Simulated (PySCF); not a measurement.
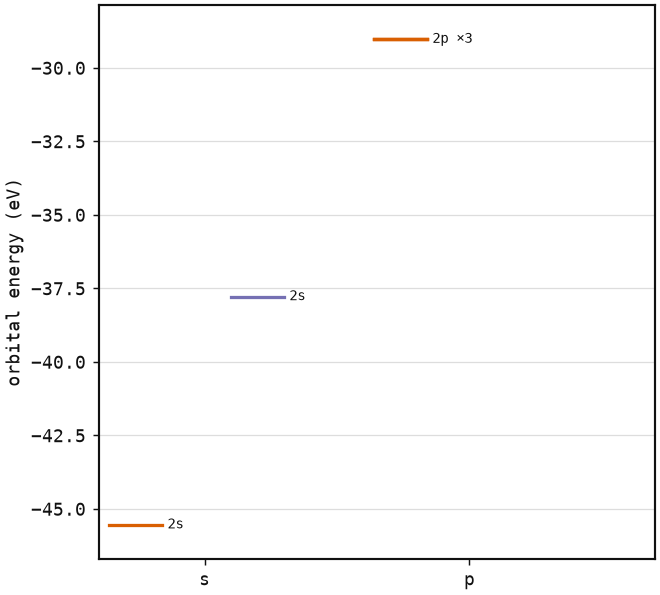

Fig. 1: Orbital energies of the mean field, from the top down to −45.5 eV, by angular momentum, α spin at the left of each column and β at the right; ×n counts the orbitals under one label. The highest filled orbital is 2p α at −29.0 eV, the lowest empty one p β at −18.3 eV.

Atomic calculation for O⁺

- system: O⁺, configuration 1s2 2s2 2p3, multiplicity 4.
- method: unrestricted PBE0, cc-pVDZ, non-relativistic, point nucleus (PySCF)

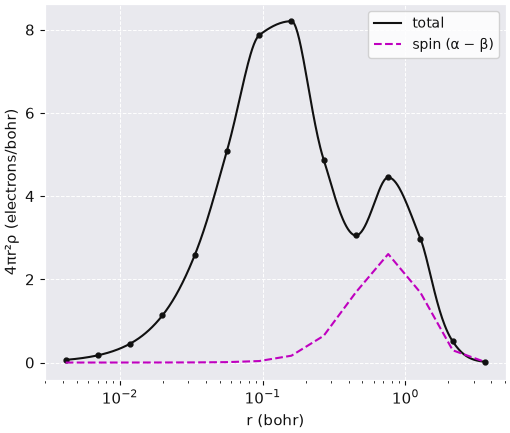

Fig. 2: Spherically averaged radial density 4πr²ρ of the mean field and its spin part; markers are the stored points, which are sparse, and the line is a monotone interpolation between them. The largest stored value is 8.20 electrons/bohr at r = 0.16 bohr. Root-mean-square radii of the shells: 1s 0.231, 2s 1.21, 2p 1.23 bohr.

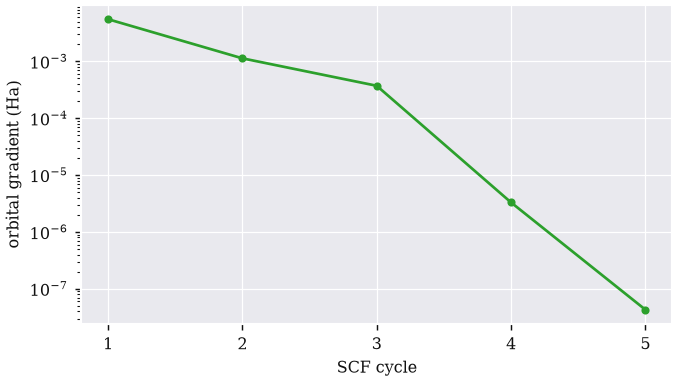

Fig. 3: Convergence: orbital gradient against the SCF cycle. The residual falls at every step. It goes from 0.0055 to 4.3×10⁻⁸ in 5 steps.

These pictures come from the run below.

The input:
```python
from pyscf import gto, scf, dft, mp, cc
import basis_set_exchange as bse
mol = gto.M(atom="O 0 0 0", charge=1, spin=3, symmetry="D2h",
            basis=gto.basis.parse(bse.get_basis("cc-pVDZ", elements=["O"], fmt="nwchem", header=False)))
mf = dft.UKS(mol, xc="PBE0")
mf.irrep_nelec = {'Ag': (2, 2), 'B1u': (1, 0), 'B2u': (1, 0), 'B3u': (1, 0)}
mf.kernel()
```

The script is an equivalent of what the driver set up; the driver started from orbitals of its own, so the log can be shorter than this script's would be, and it computed the properties (radii, ⟨L²⟩, response) afterwards. It also set what the script leaves out: ang = 6. It held the occupations shell by shell, which the script's counts by irreducible representation don't always enforce.

The run was one of a batch that the task file lists, launched with:
```bash
OMP_NUM_THREADS=1 python <driver script> TASK.json OUT
```

Output (extracts):
```
damping factor = 0
level_shift factor = 0
DIIS = <class 'pyscf.scf.diis.CDIIS'>
diis_start_cycle = 1
diis_space = 10
diis_damp = 0
SCF conv_tol = 1e-09
SCF conv_tol_grad = None
number electrons alpha = 5  beta = 2
XC functionals = PBE0
    C. Adamo and V. Barone.,  J. Chem. Phys. 110, 6158 (1999)
    M. Ernzerhof and G. E. Scuseria.,  J. Chem. Phys. 110, 5029 (1999)
cycle= 1 E= -74.4907613196268  delta_E= -0.000927  |g|= 0.00551  |ddm|= 0.139
cycle= 2 E= -74.4907758675278  delta_E= -1.45e-05  |g|= 0.00113  |ddm|= 0.022
cycle= 3 E= -74.490776493812  delta_E= -6.26e-07  |g|= 0.000372  |ddm|= 0.00375
cycle= 4 E= -74.4907765507843  delta_E= -5.7e-08  |g|= 3.3e-06  |ddm|= 0.00111
cycle= 5 E= -74.4907765507888  delta_E= -4.5e-12  |g|= 4.29e-08  |ddm|= 1.28e-05
converged SCF energy = -74.4907765507888  <S^2> = 3.7517377  2S+1 = 4.0008688
```

What the run reported:

| quantity | value |
| --- | --- |
| outcome | converged |
| total energy | −74.490777 hartree |
| kinetic energy | 74.194603 hartree |
| ⟨S²⟩ | 3.752 |
| SCF iterations | 5 |
| hardware | 1 thread of Arm Neoverse V2, 23 GiB of memory available, shared host |

What is odd here:

One thing in this input was made odd on purpose: angular grid far too coarse. The program ran to the end. The state is spherical (⟨L²⟩ = 0), so a coarse angular grid should matter little or not at all here.
